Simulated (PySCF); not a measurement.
Vertical excitations of a molecule C3H8OSi2 from TDDFT-M06-2X/def2-SVPD in PySCF 2.14.0, as energy in eV (oscillator strength): 5.40 (0.001), 5.63 (0.002), 6.35 (0.019), 6.62 (0.051), 6.85 (0.041), 6.92 (0.004), 7.03 (0.040), 7.15 (0.109), 7.28 (0.165), 7.33 (0.225). Lowest triplet (TDA): 4.53 eV. The structure is a stationary point at B3LYP-D3(BJ)/def2-SVP. The values are those of a single conformer.

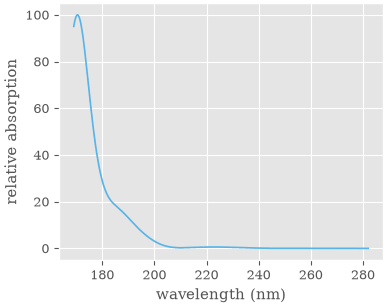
*The lines broadened by 0.4 eV.*

Problem. Identify the compound among the candidates.
A. CC1=C[Si@@H]([SiH3])O1
B. [SiH3]C1=CCO[SiH2]1
C. O=C[C@@H]1C[SiH2][SiH2]1
D. CO[Si@@H]1C=C[SiH2]1

Solution. D, CO[Si@@H]1C=C[SiH2]1
